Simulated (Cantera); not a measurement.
Feed: 1 mol MgO, 1.7 mol H₂S, 3.3 mol O₂, 0.15 mol SO₂, held at 1000 Pa.

Method: chemical equilibrium by Gibbs-energy minimisation in Cantera with the NASA 1993 tables (ideal gas, pure condensed phases). Candidate condensed phases: H₂O, H₂SO₄, Mg, MgO, Mg(OH)₂, MgS, MgSO₄, S; 26 gas species. The numbers say what is thermodynamically allowed, not how fast it happens.

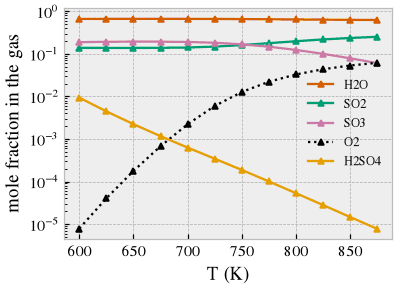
Fig. 1. Equilibrium gas composition (values under 1e-9 drawn at 1e-9)

### Question
Read off the mole fractions at 875 K.

### Answer
H₂O about 0.63, SO₂ about 0.25, O₂ about 0.062, SO₃ about 0.061, H₂SO₄ about 7.7e-6.
